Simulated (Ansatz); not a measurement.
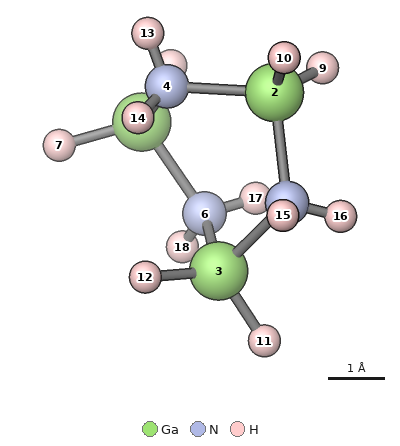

*The input geometry (ball-and-stick view, seen at a tilt; atoms are numbered from 1 in the order of the input). Sticks mark near contacts.*

Bond lengths as drawn: Ga–H 1.54 to 1.55 Å, Ga–N 1.99 to 2.02 Å and H–N 1.02 to 1.03 Å.

# Geometry relaxation, with input and output: Ga3N3H12 (part 1 of 2)

- system: Ga3N3H12
- method: RKS PBE0-D4/def2-SVP (Ansatz 0.2.0)

The geometry: GFN2-xTB start. Figures and captions count atoms from 1; the log counts them from 0 in places.

## Input
```yaml
crystal:
  periodic: [false, false, false]
  atoms:
    - {symbol: Ga, position_ang: [1.909940, -0.519710, -0.482580]}
    - {symbol: Ga, position_ang: [-0.371780, 1.898240, -0.059320]}
    - {symbol: Ga, position_ang: [-1.201860, -1.430640, 0.432370]}
    - {symbol: N, position_ang: [0.725660, 0.848770, -1.346490]}
    - {symbol: N, position_ang: [-1.725560, 0.511520, 0.504400]}
    - {symbol: N, position_ang: [0.723490, -1.314530, 0.929760]}
    - {symbol: H, position_ang: [2.188680, -1.594820, -1.559440]}
    - {symbol: H, position_ang: [3.059910, 0.197600, 0.260060]}
    - {symbol: H, position_ang: [0.452820, 2.281930, 1.187780]}
    - {symbol: H, position_ang: [-1.137570, 2.962750, -0.886360]}
    - {symbol: H, position_ang: [-1.927410, -2.133060, 1.608890]}
    - {symbol: H, position_ang: [-1.372030, -1.920310, -1.021830]}
    - {symbol: H, position_ang: [1.289330, 1.472050, -1.932930]}
    - {symbol: H, position_ang: [0.095420, 0.366680, -1.997930]}
    - {symbol: H, position_ang: [-2.567480, 0.635370, -0.067970]}
    - {symbol: H, position_ang: [-2.027010, 0.728240, 1.460450]}
    - {symbol: H, position_ang: [0.806460, -0.749870, 1.782990]}
    - {symbol: H, position_ang: [1.078970, -2.240220, 1.188150]}
basis:
  gaussian: {orbitals: def2-SVP}
hamiltonian: {xc: pbe0, dispersion: d4}
scf: {lower_state_search: "off"}
output: {orbitals: {seedname: orbitals}}
relax: {f_tol: 0.02, max_steps: 100}
```

Hardware: 4 threads of Arm Neoverse V2, 23 GiB of memory available, shared host.

Run as:
```bash
ansatz run in.yaml --threads 4 --pin off --events-out ev --progress --plain --max-ram 4787MiB
```

## What the program printed
```
Functional definition: PBE0
  name "PBE0"
  cite "Adamo & Barone, J. Chem. Phys. 110, 6158 (1999) doi:10.1063/1.478522"
  cite "Perdew, Burke & Ernzerhof, Phys. Rev. Lett. 77, 3865 (1996) doi:10.1103/PhysRevLett.77.3865"
  parent pbe
  parameter a = 0.25
  parameter kappa = 0.804
  parameter beta = 0.06672455060314922
  exchange = (1 - a)*pbe_x(kappa = kappa, mu = beta*pi^2/3) + a*exact_x
  correlation = pbe_c(beta = beta)
these checks for a lower state are left out or cut short: stability, starts, cluster_reference, orbital_swaps, neighbouring_geometries, increment
2141 factors; integrals over basis functions are off by at most 4.6e-4 eV
mean field evaluation 1: about -161741.3442 eV, gradient 8.3e1 eV
mean field evaluation 2: about -161726.0298 eV, gradient 1.2e2 eV
mean field evaluation 4: about -161753.7737 eV, gradient 3.5e0 eV
mean field evaluation 8: about -161753.8162 eV, gradient 1.3e-1 eV
mean field evaluation 16: about -161753.8163 eV, gradient 6.3e-6 eV
mean field -161753.81627890 eV, -5944.3431075749 hartree, gradient 6.3e-6 eV, S^2 0.000000; 0 other end points of the search recorded, 0 dependent functions left out
the calculation of the forces begins
reference -161753.81632195 eV, -5944.3431091571 hartree; 63, 63 occupied and 135, 135 virtual orbitals, 2141 factors
relax step   1: F+E_penalty+E_count = -161754.35282164 eV  Δ(F+E_penalty+E_count) = +0.000e0 eV  max|allowed force component| = 4.841e-1 eV/Å  Δτ_max = 0.0000 Å  (15 SCF iters, accepted)
these checks for a lower state are left out or cut short: stability, starts, cluster_reference, orbital_swaps, neighbouring_geometries, increment
2141 factors; integrals over basis functions are off by at most 4.5e-4 eV
mean field -161753.90472684 eV, -5944.3463579768 hartree, gradient 2.9e-6 eV, S^2 0.000000; 0 other end points of the search recorded, 0 dependent functions left out
the calculation of the forces begins
reference -161753.90477023 eV, -5944.3463595714 hartree; 63, 63 occupied and 135, 135 virtual orbitals, 2141 factors
relax step   2: F+E_penalty+E_count = -161754.44023410 eV  Δ(F+E_penalty+E_count) = -8.741e-2 eV  max|allowed force component| = 1.827e-1 eV/Å  Δτ_max = 0.0848 Å  (17 SCF iters, accepted)
these checks for a lower state are left out or cut short: stability, starts, cluster_reference, orbital_swaps, neighbouring_geometries, increment
2141 factors; integrals over basis functions are off by at most 4.5e-4 eV
mean field evaluation 32: about -161753.9152 eV, gradient 1.4e-6 eV
mean field -161753.91521236 eV, -5944.3467433124 hartree, gradient 1.4e-6 eV, S^2 0.000000; 0 other end points of the search recorded, 0 dependent functions left out
the calculation of the forces begins
reference -161753.91525566 eV, -5944.3467449038 hartree; 63, 63 occupied and 135, 135 virtual orbitals, 2141 factors
relax step   3: F+E_penalty+E_count = -161754.45044534 eV  Δ(F+E_penalty+E_count) = -1.021e-2 eV  max|allowed force component| = 5.337e-2 eV/Å  Δτ_max = 0.0231 Å  (19 SCF iters, accepted)
these checks for a lower state are left out or cut short: stability, starts, cluster_reference, orbital_swaps, neighbouring_geometries, increment
2141 factors; integrals over basis functions are off by at most 4.4e-4 eV
mean field -161753.91892857 eV, -5944.3468798809 hartree, gradient 2.2e-6 eV, S^2 0.000000; 0 other end points of the search recorded, 0 dependent functions left out
the calculation of the forces begins
reference -161753.91897170 eV, -5944.3468814657 hartree; 63, 63 occupied and 135, 135 virtual orbitals, 2141 factors
relax step   4: F+E_penalty+E_count = -161754.45657752 eV  Δ(F+E_penalty+E_count) = -6.132e-3 eV  max|allowed force component| = 5.371e-2 eV/Å  Δτ_max = 0.0797 Å  (17 SCF iters, accepted)
these checks for a lower state are left out or cut short: stability, starts, cluster_reference, orbital_swaps, neighbouring_geometries, increment
2141 factors; integrals over basis functions are off by at most 4.4e-4 eV
mean field -161753.91761960 eV, -5944.3468317770 hartree, gradient 1.8e-6 eV, S^2 0.000000; 0 other end points of the search recorded, 0 dependent functions left out
the calculation of the forces begins
reference -161753.91766254 eV, -5944.3468333551 hartree; 63, 63 occupied and 135, 135 virtual orbitals, 2141 factors
relax step   5: F+E_penalty+E_count = -161754.45817754 eV  Δ(F+E_penalty+E_count) = -1.600e-3 eV  max|allowed force component| = 5.572e-2 eV/Å  Δτ_max = 0.0763 Å  (18 SCF iters, accepted)
these checks for a lower state are left out or cut short: stability, starts, cluster_reference, orbital_swaps, neighbouring_geometries, increment
2141 factors; integrals over basis functions are off by at most 4.4e-4 eV
mean field -161753.91809548 eV, -5944.3468492652 hartree, gradient 2.2e-6 eV, S^2 0.000000; 0 other end points of the search recorded, 0 dependent functions left out
the calculation of the forces begins
reference -161753.91813844 eV, -5944.3468508439 hartree; 63, 63 occupied and 135, 135 virtual orbitals, 2141 factors
relax step   6: F+E_penalty+E_count = -161754.45862500 eV  Δ(F+E_penalty+E_count) = -4.475e-4 eV  max|allowed force component| = 2.190e-2 eV/Å  Δτ_max = 0.0092 Å  (13 SCF iters, accepted)
these checks for a lower state are left out or cut short: stability, starts, cluster_reference, orbital_swaps, neighbouring_geometries, increment
2141 factors; integrals over basis functions are off by at most 4.4e-4 eV
mean field -161753.91821754 eV, -5944.3468537508 hartree, gradient 1.3e-6 eV, S^2 0.000000; 0 other end points of the search recorded, 0 dependent functions left out
the calculation of the forces begins
reference -161753.91826050 eV, -5944.3468553296 hartree; 63, 63 occupied and 135, 135 virtual orbitals, 2141 factors
relax step   7: F+E_penalty+E_count = -161754.45890473 eV  Δ(F+E_penalty+E_count) = -2.797e-4 eV  max|allowed force component| = 2.752e-3 eV/Å  Δτ_max = 0.0138 Å  (19 SCF iters, accepted)
```

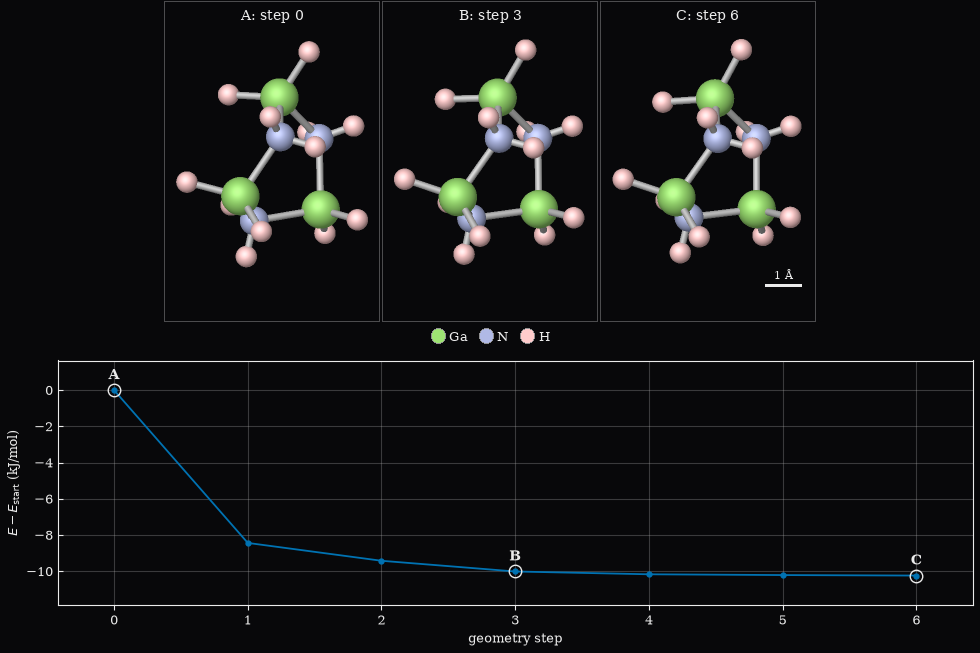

*Frames of the relaxation (ball-and-stick view, seen at a tilt) above the curves, on which the letters mark them (the first geometry is step 0 here and step 1 in the log).*

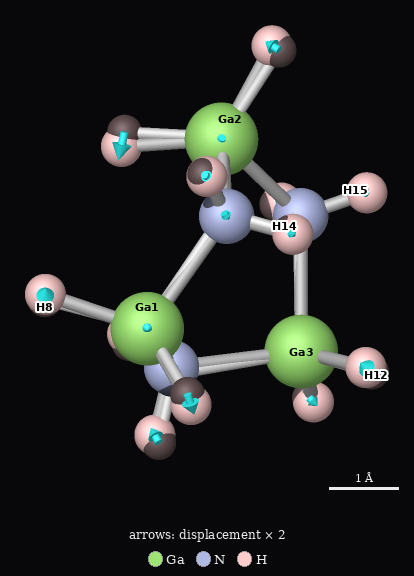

*Start (faint) and end (solid) with the displacements as teal arrows, magnified 2 times (ball-and-stick view, seen at a tilt). The two geometries are laid on each other by the best rigid fit.*

The largest move after the best rigid fit is that of H9, 0.21 Å. Largest moves by element: H 0.21 Å, N 0.10 Å, Ga 0.05 Å. Among the contacts that change: Ga2–H9 1.544 → 1.576 Å, Ga1–H7 1.547 → 1.574 Å, Ga2–H10 1.550 → 1.576 Å, Ga2–N4 1.991 → 2.005 Å. Among the angles that change: N4–Ga1–N6 103.0° → 98.2°, N6–Ga3–H12 111.1° → 107.9°, N4–Ga1–H7 106.3° → 109.4°. After 6 geometry steps the energy has fallen by 10.2 kJ/mol. The largest force component goes from 0.48 to 0.0028 eV/Å. (Atoms are counted from 1 in the order of the input.)

```
Total energy: -161754.45894769 eV, -5944.3667252176 hartree
Atom 0 at     1.936941    -0.546863    -0.512899 Å, force     0.000804    -0.001156    -0.000539 eV/Å
Atom 1 at    -0.378041     1.874943    -0.021916 Å, force    -0.000368    -0.000935    -0.001418 eV/Å
Atom 2 at    -1.197208    -1.420791     0.426271 Å, force     0.001131     0.000828     0.002752 eV/Å
Atom 3 at     0.685995     0.794117    -1.333159 Å, force    -0.001742     0.000583     0.001369 eV/Å
Atom 4 at    -1.760017     0.507373     0.490126 Å, force    -0.000233    -0.000458    -0.000637 eV/Å
Atom 5 at     0.727384    -1.212490     0.947625 Å, force    -0.001679     0.001812     0.000471 eV/Å
Atom 6 at     2.136631    -1.751561    -1.506758 Å, force    -0.000949     0.000285    -0.000720 eV/Å
Atom 7 at     3.118926     0.275906     0.122765 Å, force     0.000626    -0.000618    -0.000233 eV/Å
Atom 8 at     0.513281     2.089420     1.260234 Å, force    -0.000204    -0.000452     0.000989 eV/Å
Atom 9 at    -1.096327     3.045415    -0.795573 Å, force     0.000881    -0.000309     0.001711 eV/Å
Atom 10 at    -1.951160    -2.203062     1.568139 Å, force     0.000602     0.000534    -0.000227 eV/Å
Atom 11 at    -1.244191    -1.835259    -1.094015 Å, force     0.000072    -0.000894    -0.000202 eV/Å
Atom 12 at     1.236885     1.440062    -1.901547 Å, force     0.001294     0.001041    -0.000303 eV/Å
Atom 13 at     0.063988     0.325730    -1.995457 Å, force    -0.000815     0.000015    -0.000544 eV/Å
Atom 14 at    -2.580545     0.618108    -0.108169 Å, force     0.000745    -0.000007    -0.001388 eV/Å
Atom 15 at    -2.094252     0.730201     1.429345 Å, force    -0.000827    -0.000387    -0.000971 eV/Å
Atom 16 at     0.809735    -0.608145     1.767847 Å, force    -0.000059     0.001361    -0.000244 eV/Å
Atom 17 at     1.071958    -2.123113     1.257142 Å, force     0.000722    -0.001245     0.000134 eV/Å
Dipole moment:    -0.318493     0.082241     0.097256 e Å
Checks for a lower state left out: stability, starts, cluster_reference, orbital_swaps, neighbouring_geometries, increment
```
